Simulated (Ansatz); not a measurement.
## Electronic structure of GdRu3 in real space

```cif
data_structure
_symmetry_space_group_name_H-M 'P 1'
_symmetry_Int_Tables_number 1
_cell_length_a 4.0684
_cell_length_b 4.0684
_cell_length_c 8.1368
_cell_angle_alpha 90.000
_cell_angle_beta 90.000
_cell_angle_gamma 90.000
_cell_volume 134.68
loop_
_atom_site_label
_atom_site_type_symbol
_atom_site_fract_x
_atom_site_fract_y
_atom_site_fract_z
_atom_site_occupancy
Gd1 Gd 0.00000 0.00000 0.00000 1
Ru1 Ru 0.00000 0.50000 0.25000 1
Ru2 Ru 0.50000 0.50000 0.00000 1
Ru3 Ru 0.50000 0.00000 0.25000 1
Gd2 Gd 0.00000 0.00000 0.50000 1
Ru4 Ru 0.00000 0.50000 0.75000 1
Ru5 Ru 0.50000 0.50000 0.50000 1
Ru6 Ru 0.50000 0.00000 0.75000 1
```

Space group Pm-3m; started from the AuCu3 prototype, which need not be the ambient phase; Hubbard U of 6 eV on Gd f only; spin-polarised.

The calculation used DFT PBE+U, scalar-relativistic, plane waves, PAW in Ansatz 0.2.0.

In a PAW calculation such maps are meaningful between the atoms, not at the nuclei.

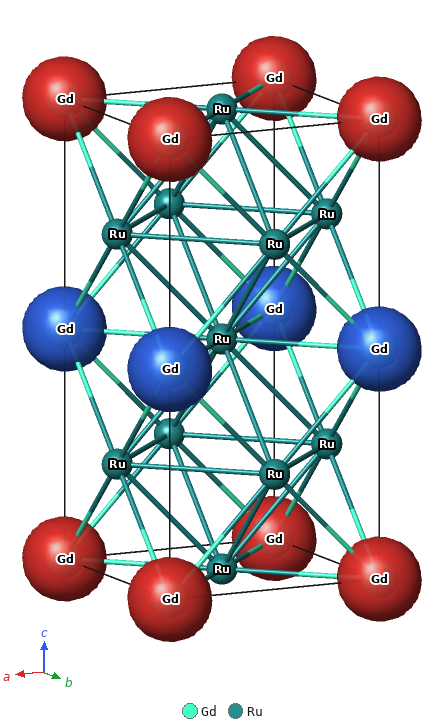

Figure 1. Isosurfaces of the spin density at +0.8 (red) and −0.8 e/Å³ (blue), seen at an oblique angle. Sticks mark near contacts.

Q: Describe the spin distribution.

A: The spin density sits on Gd: +7.0 μB and −7.0 μB in one cell of 8 atoms, with smaller moments on other sites: Ru (±0.31 μB): antiferromagnetic in this solution, which needn't be the ground state, with some nearest magnetic neighbours parallel and some opposed. The cell of the calculation (8 atoms) carries 0.0 μB of net spin moment.

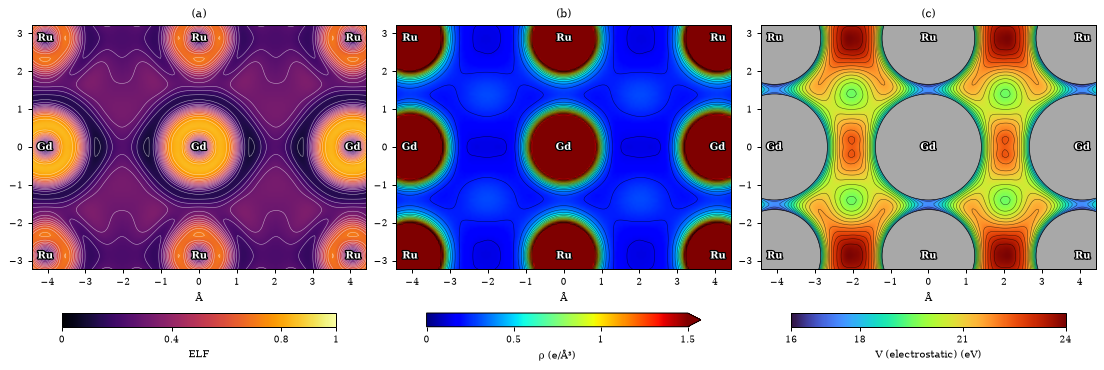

Figure 2. (a) ELF; (b) valence electron density; (c) electrostatic potential energy of an electron on the (110) plane of the cell of the magnetic structure. Grey discs cover the atomic cores in the potential map.

Q: Read the bonding off the picture.

A: The plane passes through Gd and Ru nuclei. Gd–Ru (2.88 Å): ρ at the midpoint is about 0.27 e/Å³; the ELF is about 0.15 at the midpoint: no localised pair shows between them. Between the atoms the lowest density in this plane is 0.13 e/Å³. The features right at Gd and Ru lie inside the PAW spheres, where the map follows smoothed inner orbitals and isn't to be read closely. Outside the cores the potential energy rises away from the atoms and is highest about 2.0 Å from the nearest atoms; its zero is arbitrary.

Q: Metal or insulator at this level of theory?

A: It is metallic or semimetallic at this level of theory: no gap opens.
